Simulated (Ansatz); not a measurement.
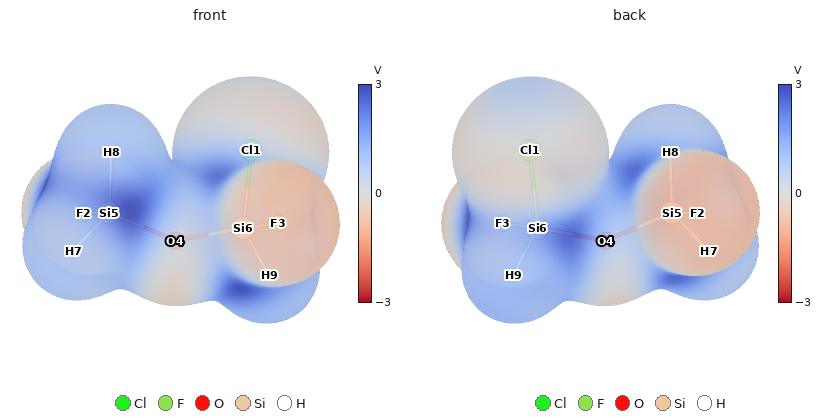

Figure 1: ClF$_{2}$H$_{3}$OSi$_{2}$. The electrostatic potential painted on the density surface at 0.004 e/bohr³, seen from the front and from behind; red is negative and blue positive.

Geometry: r2SCAN-D4/def2-SVP.

These are results of isolated molecule in a Gaussian basis; Kohn-Sham density functional theory, functional PBE0 in Ansatz, not measurements.

Input

```
crystal:
  periodic: [false, false, false]
  atoms:
    - {symbol: Cl, position_ang: [-0.316210, 0.662454, 2.364066]}
    - {symbol: F, position_ang: [-1.872453, -0.233716, -1.367786]}
    - {symbol: F, position_ang: [2.430521, 0.862460, 1.264488]}
    - {symbol: O, position_ang: [0.537235, 0.489579, -0.529553]}
    - {symbol: Si, position_ang: [-0.346476, -0.742256, -1.197039]}
    - {symbol: Si, position_ang: [0.928515, 1.272645, 0.851468]}
    - {symbol: H, position_ang: [0.207635, -1.018171, -2.540053]}
    - {symbol: H, position_ang: [-0.352785, -1.917609, -0.294424]}
    - {symbol: H, position_ang: [0.865284, 2.729497, 0.668983]}
basis:
  gaussian:
    orbitals: def2-SVPD
hamiltonian:
  xc: pbe0
output:
  forces: true
  orbitals: {seedname: orbitals}
```

Run with:

```sh
ansatz run input.yaml --threads 2 --pin off --max-ram 4350MiB --events-out events.jsonl --progress --plain --runs-dir runs
```

> Where is the surface potential most negative and most positive?

The most negative region (about −0.9 V, or −21 kcal/mol for a unit charge) lies over F2, the most positive (about +2.9 V, or +67 kcal/mol for a unit charge) over Si5 and Si6. Cl1 shows a σ-hole: about +0.7 V, or +16 kcal/mol for a unit charge at the tip opposite its bond, against about −0.1 V on its flanks.

> How polar is the molecule by this calculation?

Its dipole moment is 0.96 D.
